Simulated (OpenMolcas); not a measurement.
**W³⁺ among point charges: CASSCF levels and susceptibility**

How does a field of 4 point charges split the states of W³⁺, and what χT follows?

Program: OpenMolcas 26.06. Level of theory: state-averaged CASSCF, spin-orbit coupling by RASSI with atomic mean-field integrals. These are calculated values, not measurements, unless marked.

1 further run of the same task is left out (it didn't finish).

**1. What is computed**

| Quantity | Value |
| --- | --- |
| Species | W³⁺ (tungsten, Z = 74, 71 electrons) |
| Basis | ANO-RCC-VTZP [8s7p5d3f2g1h], 104 functions |
| Scalar Hamiltonian | DKH2, point nucleus |
| Inactive shells | 1s 2s 2p 3s 3p 3d 4s 4p 4d 4f 5s 5p |
| Active space | 3 electrons in 5 orbitals (5d) |
| Some configurations of this space | 5d³ |
| Orbitals | optimised for each spin and parity, averaged over all roots |

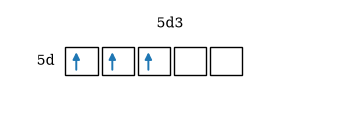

Outer shells as boxes.

The ion sits among 4 point charges of -2.5 e arranged as a square (D4h), 1.98 Å from the ion. The active orbitals were held to one l.

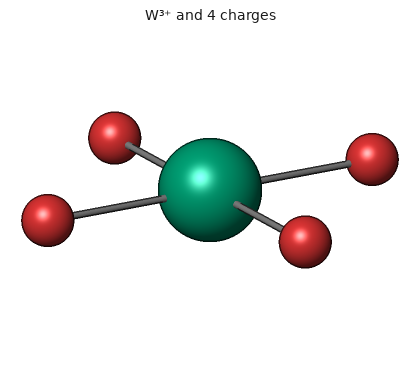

The ion and the point charges (red).

The work runs as a chain of OpenMolcas steps in one folder; each step below is one input file. Labels, J, g values, rates, χT and fits are worked out afterwards by a script from the matrices that RASSI stores. The input lists half of the charges; inversion (Group=XYZ) makes the rest.

**2. GATEWAY and SEWARD: basis and integrals**

Contents of a.inp:

```
&GATEWAY
Coord
1

W 0.0 0.0 0.0
Basis=ANO-RCC-VTZP
Group=XYZ
NoMove
AngMom=0.0 0.0 0.0
AMFI
XField
2 Angstrom 0
1.980000 0.000000 0.000000 -2.500000
0.000000 1.980000 0.000000 -2.500000
&SEWARD
```

Command:

```console
$ OMP_NUM_THREADS=1 MOLCAS_MEM=1689 MOLCAS_PROJECT=a pymolcas a.inp > a.log
```

**3. CASSCF: quartets of even parity, 10 roots**

Contents of a.inp:

```
&RASSCF
FileOrb=start.orb
Symmetry=1
Spin=4
nActEl=3 0 0
Inactive=15 19
Ras2=5 0
CIRoot=10 10 1
SDav=10
CIMx=300
Iter=120 100
PrWF=0.3
OrbListing=Nothing
MaxOrb=0
SupSym
1
25 4 5 6 7 8 10 11 12 13 14 16 17 18 19 20 24 25 26 27 28 29 30 31 32
33
0
>>> COPY $Project.JobIph JOB001
```

start.orb holds the contracted functions of the basis, ordered by shell, or the orbitals of the step before.

**4. Reference wave functions, doublets of even parity, 40 roots**

Contents of a.inp:

```
&RASSCF
FileOrb=start.orb
Symmetry=1
Spin=2
nActEl=3 0 0
Inactive=15 19
Ras2=5 0
CIRoot=40 40 1
SDav=40
CIMx=300
Iter=120 100
PrWF=0.3
OrbListing=Nothing
MaxOrb=0
SupSym
1
25 4 5 6 7 8 10 11 12 13 14 16 17 18 19 20 24 25 26 27 28 29 30 31 32
33
0
>>> COPY $Project.JobIph JOB002
```

**5. State interaction with spin-orbit coupling**

Contents of a.inp:

```
&RASSI
NrOfJobIphs=2 10 40
1 2 3 4 5 6 7 8 9 10
1 2 3 4 5 6 7 8 9 10 11 12 13 14 15 16 17 18 19 20 21 22 23 24 25 26 27
28 29 30 31 32 33 34 35 36 37 38 39 40
IphNames
JOB001
JOB002
EJob
SpinOrbit
DIPRint=1.0
SOCoupling=1000.0
Subsets=2
Property=9
'ANGMOM' 1 'ANGMOM' 2 'ANGMOM' 3 'MLTPL  1' 1 'MLTPL  1' 2 'MLTPL  1' 3
'AMFI' 1 'AMFI' 2 'AMFI' 3
SOProperty=3
'ANGMOM' 1 'ANGMOM' 2 'ANGMOM' 3
```

Q: Predict the outcome of this session. Wanted: spin-free ground state; first state of the same spin within the active space; lowest level; next level.

The runs gave:

```
                                            quantity                              value
                                              method                             CASSCF
                              spin-free ground state    4A2, 1-fold in its orbital part
first state of the same spin within the active space                  4B1 at 15300 cm⁻¹
                                        lowest level  2-fold E3/2, g = 0.05, 0.05, 5.62
                                          next level                         965.1 cm⁻¹
                                         χT at 300 K                     1.24 cm³ K/mol
                           effective moment at 300 K                            3.15 μB
```

In words: The spin-free ground state (4A2) comes to 76 % from free-ion P terms and keeps the highest spin of the shell. χT at 300 K is 1.24, against 1.88 cm³ K/mol for the spin alone, so spin-orbit coupling lowers it. The field of point charges can differ much from that of real complexes. This is an electrostatic model: the charges have no orbitals.
